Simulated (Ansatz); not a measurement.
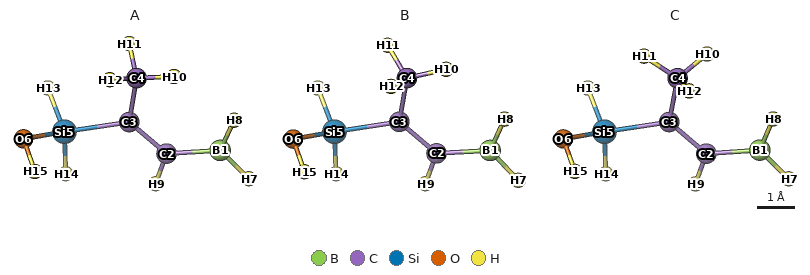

3 geometries from a converged minimum-energy path of C3H9BOSi, shuffled. Style: ball-and-stick. Shown at a tilt.

These are results of RKS PBE-D4/STO-3G (Ansatz), not measurements. Run with 5 movable images; climbing image; force threshold 0.05 eV/Å; iteration limit 60; starting path by image-dependent pair potential.

> One of them is the converged climbing image. Which?

C. In order along the path, whose images run from 0 to 6: C (image 3, +0.059 eV), B (image 5, +0.012 eV), A (image 6, 0.000 eV). The motion is a rotation about the C3–Si5 bond, with a turn of about 120° about C3–C4. No bond forms or breaks between the ends.

Limits of the set-up: STO-3G is a minimal basis, so the numbers are rough.

Cost: 86 s on 1 thread of Arm Neoverse V2, with other jobs on the host, peak memory 0.11 GiB.
